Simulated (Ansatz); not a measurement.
# CH$_{6}$OSi···H$_{2}$: what the fields show

Input

```
crystal:
  periodic: [false, false, false]
  atoms:
    - {symbol: Si, position_ang: [-0.616500, 0.972399, -0.182852]}
    - {symbol: H, position_ang: [1.595641, -2.728459, -0.847092]}
    - {symbol: H, position_ang: [-2.106886, 1.030032, -0.206085]}
    - {symbol: H, position_ang: [-0.117017, 2.376685, -0.243270]}
    - {symbol: C, position_ang: [-0.009361, 0.117103, 1.346385]}
    - {symbol: H, position_ang: [1.236184, -2.102210, -1.041404]}
    - {symbol: O, position_ang: [-0.052301, 0.103109, -1.471348]}
    - {symbol: H, position_ang: [-0.349659, 0.646066, 2.240304]}
    - {symbol: H, position_ang: [-0.384064, -0.907831, 1.391598]}
    - {symbol: H, position_ang: [1.082213, 0.083235, 1.363472]}
    - {symbol: H, position_ang: [-0.278249, 0.409872, -2.349808]}
basis:
  gaussian: {orbitals: def2-TZVPP}
hamiltonian: {xc: pbe0, dispersion: d4}
output: {orbitals: {seedname: orbitals}}
```

Run with:

```sh
ansatz run in.yaml --threads 4 --pin off --events-out ev --progress --plain --max-ram 9574MiB
```

The product side of a reaction path; geometry: PBE0-D4/def2-TZVP.

All numbers below come from Ansatz, RKS PBE0-D4/def2-TZVPP.

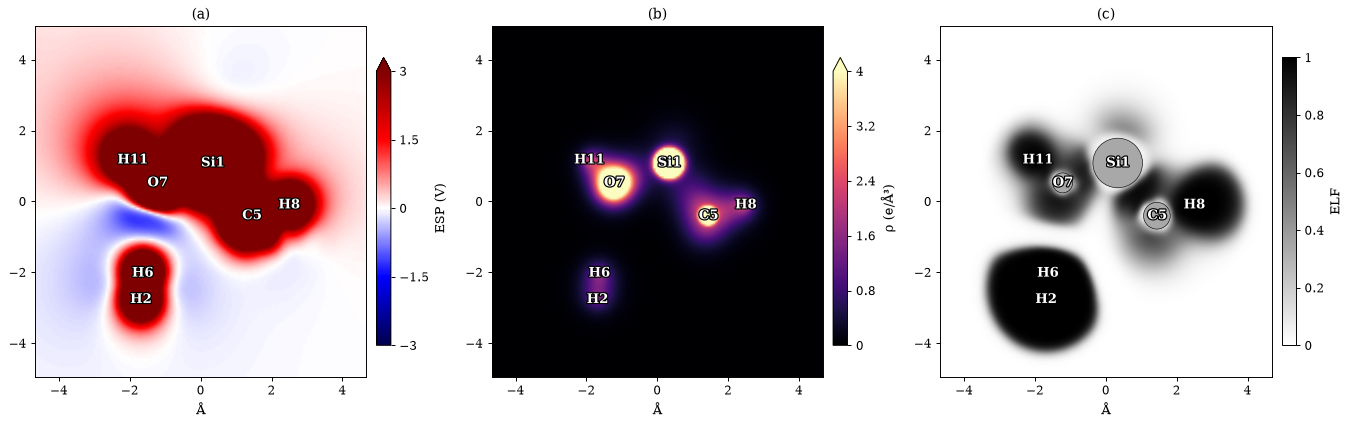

Figure 1. (a) electrostatic potential; (b) electron density; (c) electron localisation function on the plane of atoms Si1, O7 and H11. Grey discs cover the atomic cores in the ELF map.

**What do the fields say about this system?**

The plane passes through Si, H, C and O nuclei. O7···H6 (2.59 Å): the density falls to about 0.04 e/Å³ on the way; the ELF dips to about 0 between them (a weak contact between the two molecules). Si–O (1.65 Å): ρ is about 1.2 e/Å³ halfway; the ELF peaks at about 0.85 between the atoms (a polar covalent bond). C–Si (1.85 Å): ρ is about 1 e/Å³ halfway; the ELF peaks at about 0.95 between the atoms; a shared electron pair. H–H (0.75 Å): the density is about 1.8 e/Å³ at the midpoint; the ELF is about 1 at the midpoint. O–H (0.96 Å): the density is about 3.8 e/Å³ at the midpoint; the ELF climbs to about 1 towards the hydrogen, as it does in any bond to H: a covalent bond by its length. The ELF also peaks beside O7, away from the bonds: lone-pair regions. Outside the dense part of the complex the potential is most negative (−1.2 V) near O7.

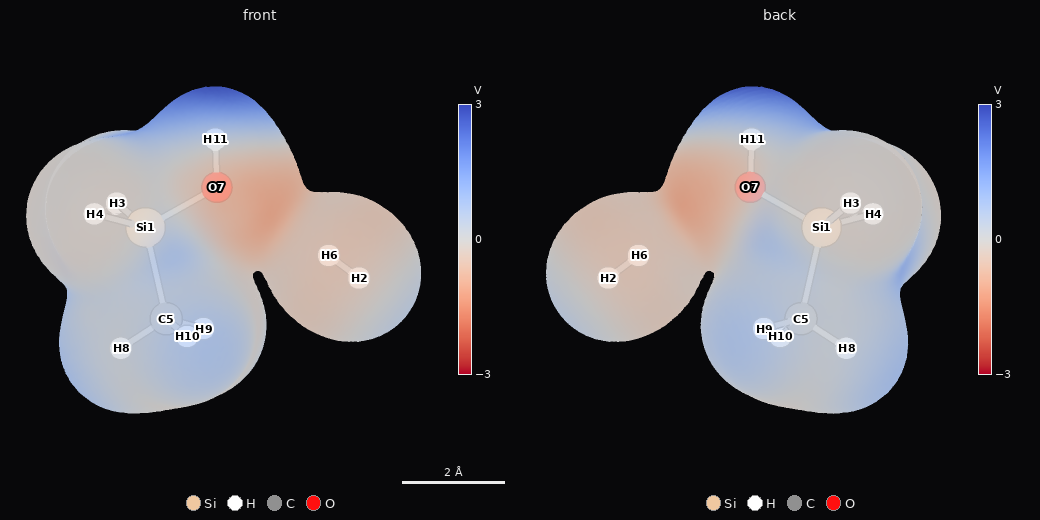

Figure 2. The molecular electrostatic potential painted on the density surface at 0.002 e/bohr³, seen from the front and from behind; the colour scale runs from red (negative) to blue (positive).

**Where is the surface potential most negative and most positive?**

The most negative region (about −1.1 V) lies over O7, the most positive (about +2.6 V) over H11. O7 is the likeliest acceptor of a hydrogen bond.

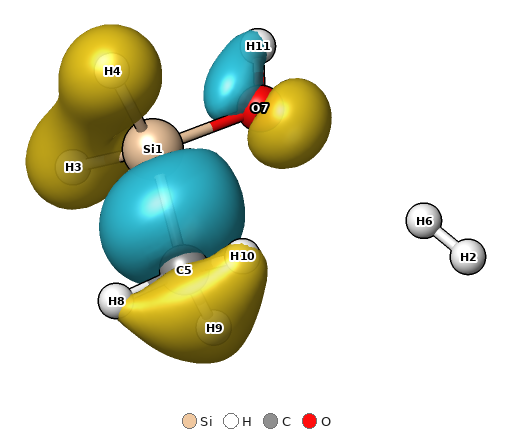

Figure 3. The HOMO−1 at ±0.15 Å⁻³ᐟ² (yellow and cyan are the two phases), seen at a tilt.

**What is the character of this orbital?**

Its weight (Hirshfeld) is mainly on C5 (about 35 %), Si1 (about 25 %), O7 (about 10 %), H3 (about 10 %) and H4 (about 10 %). Its energy is −8.94 eV.
